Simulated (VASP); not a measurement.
Band structure of HgF (space group I4/mmm). These are PBEsol GGA, VASP's PBE PAW potentials (set 64) (plane waves; VASP 6.6.1) values and carry that method's errors.

Unless said otherwise, spin-orbit coupling is left out, though it shifts the bands of the heavy elements here.

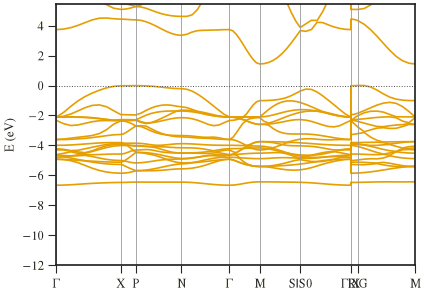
Bands along high-symmetry lines, zero at the valence-band maximum or, without a gap, the Fermi level

Read the plot: is there a gap, and where are the band edges?

The gap is indirect, 1.44 eV, from the valence maximum at R to the conduction minimum at M. (Edges off the drawn lines would not show.)

The structure comes from a computed database's HgF entry (I4/mmm); how it stands against other phases isn't given here. It was relaxed first.
